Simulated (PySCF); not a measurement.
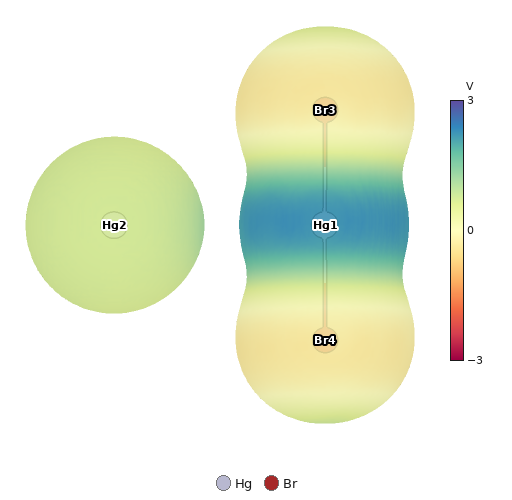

Figure 1: Br₂Hg···Hg (Hg2(Br)2). The molecular electrostatic potential painted on the density surface at 0.004 e/bohr³, seen across its widest extent; the colour scale runs from red (negative) to blue (positive).

Core potentials replace the inner electrons of Hg.

Computed with PySCF 2.14.0, RKS B3LYP, Hg def2-SVP with ECP60, Br def2-SVP; non-relativistic Hamiltonian with scalar-relativistic core potentials where named; density fitting.

Describe the electrostatic potential map.

Answer. The most negative region (about −0.4 V, or −9 kcal/mol for a unit charge) lies over Br3 and Br4, the most positive (about +2.3 V, or +53 kcal/mol for a unit charge) over Hg1. Br3 shows a σ-hole: about +0.7 V, or +16 kcal/mol for a unit charge at the tip opposite its bond, against about −0.3 V, or −7 kcal/mol for a unit charge on its flanks. Br4 shows a σ-hole: about +0.8 V, or +18 kcal/mol for a unit charge at the tip opposite its bond, against about −0.3 V, or −7 kcal/mol for a unit charge on its flanks.
